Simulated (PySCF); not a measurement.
**RuO (charge +1, quartet): density, localisation and related maps**

| atom | x (Å) | y (Å) | z (Å) |
| --- | --- | --- | --- |
| Ru | 0.0000 | 0.0000 | -0.2247 |
| O | 0.0000 | 0.0000 | 1.4313 |

Core potentials replace the inner electrons of Ru.

All numbers below come from PBE0/def2-TZVPPD, non-relativistic Hamiltonian with scalar-relativistic core potentials where named, at a bond length of 1.656 Å (PySCF 2.14.0).

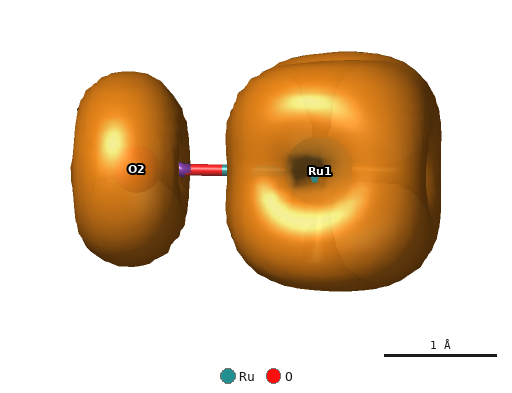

Figure 1. Isosurfaces of the spin density at +0.08 (orange) and −0.08 e/Å³ (purple), seen from one side.

**Which atoms carry the spin?**

The unpaired spin (3 electrons) lies mostly on Ru1 (about 2.3) and O2 (about 0.7), in electrons by Hirshfeld's partition.

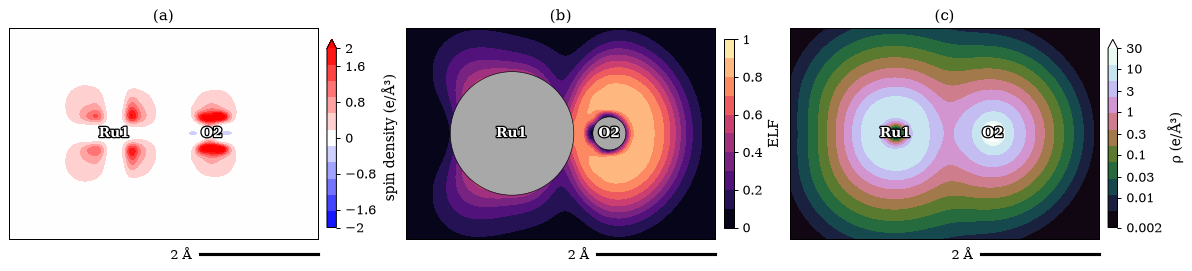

Figure 2. (a) spin density (α minus β); (b) electron localisation function; (c) electron density on a plane that holds the molecular axis. Grey discs cover the atomic cores in the ELF map.

**What do the fields say about this system?**

- The section cuts through Ru and O sites.
- Ru–O (1.66 Å): the density is about 2.1 e/Å³ at the midpoint; the ELF peaks at about 0.80 in the valence shell of O, 0.6 Å from its nucleus, and is about 0.40 at the midpoint.

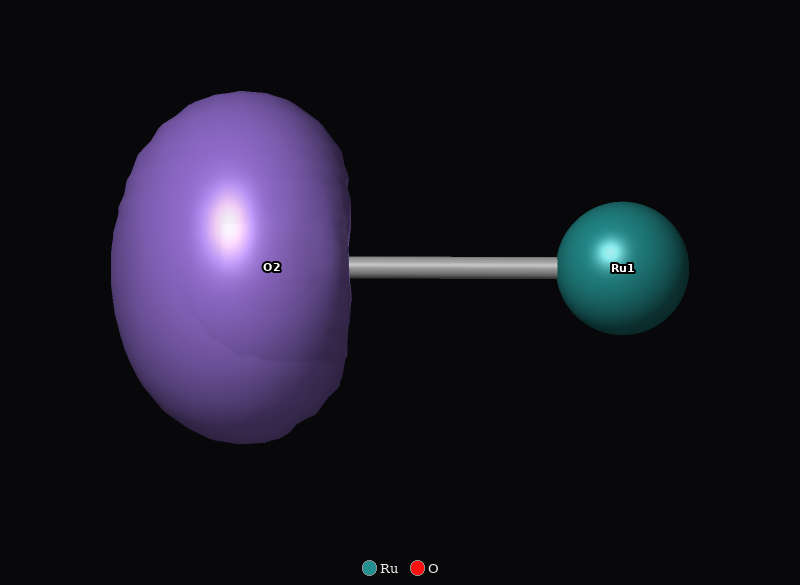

Figure 3. Isosurface of the electron localisation function at 0.8 (purple), seen from one side. Core shells and regions of very low density are left out.

**Describe the localisation domains.**

At this value the surface marks out one region wrapped around O (its valence shell).
